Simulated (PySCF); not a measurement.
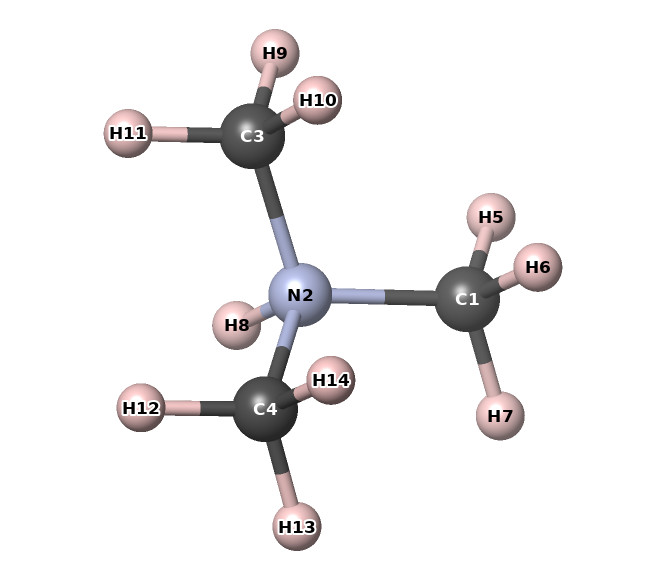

State: charge +1, singlet. The computed structure is the end point of a GFN2-xTB optimisation. No frequency run is at hand to confirm it as a minimum. Level of theory: B3LYP/pcJ-1 indirect spin-spin coupling, non-relativistic, gas phase (PySCF 2.14.0). Isotopes: 13C, 1H, 15N.

Give the spin–spin coupling constants of these pairs, with the number of bonds between them: C1/N2, N2/C3, N2/C4, N2/H8.

| pair | bonds apart | J (Hz) |
| --- | --- | --- |
| C1, N2 | 1 | −6.3 |
| N2, C3 | 1 | −6.3 |
| N2, C4 | 1 | −6.3 |
| N2, H8 | 1 | −79.2 |
